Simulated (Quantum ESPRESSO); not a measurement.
Band structure of ZrC (Fm-3m, 2 atoms in the cell).

```xyz
2
Lattice="0.0000 2.4102 2.4102 2.4102 0.0000 2.4102 2.4102 2.4102 0.0000" Properties=species:S:1:pos:R:3 pbc="T T T"
Zr     0.0000     0.0000     0.0000
C      2.4102     2.4102     2.4102
```

Method of the run: PBE, SSSP 1.1.2 efficiency (PBE) pseudopotentials (plane waves; Quantum ESPRESSO).

Settings: ecutwfc = 45 Ry; ecutrho = 360 Ry; occupations = smearing; smearing = marzari-vanderbilt; degauss = 0.019992 Ry; potentials = {Zr: Zr_pbe_v1.uspp.F.UPF, C: C.pbe-n-kjpaw_psl.1.0.0.UPF}; K_POINTS = automatic 16 16 16 0 0 0; nbnd = 14; conv_thr = 1e-10 Ry.

The starting cell comes from a database of computed structures (which also holds hypothetical and non-ambient phases and stackings), without a prior relaxation at this level. Its lattice was rescaled by a random factor within 2.5 % of one.

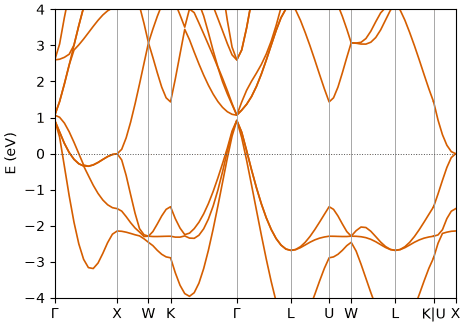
Figure. Bands along the path, energies from the Fermi level.

Levels in eV from the Fermi level, bands 5 to 12:
```
point       5      6      7      8     9    10    11    12
-----  ------  -----  -----  -----  ----  ----  ----  ----
Γ      -11.03   0.92   0.92   0.92  1.06  1.06  1.06  2.60
X       -9.83  -2.15  -1.53   0.00  0.00  4.06  5.13  5.13
W       -9.25  -2.46  -2.29  -2.29  3.07  3.07  5.14  6.31
K       -9.31  -2.89  -2.29  -1.47  1.43  4.46  4.94  6.71
L       -8.31  -5.00  -2.69  -2.69  4.11  4.11  4.87  6.20
U       -9.31  -2.89  -2.29  -1.47  1.43  4.46  4.94  6.71
```

Bands cross the Fermi level along this path, so the cell is metallic at this level.
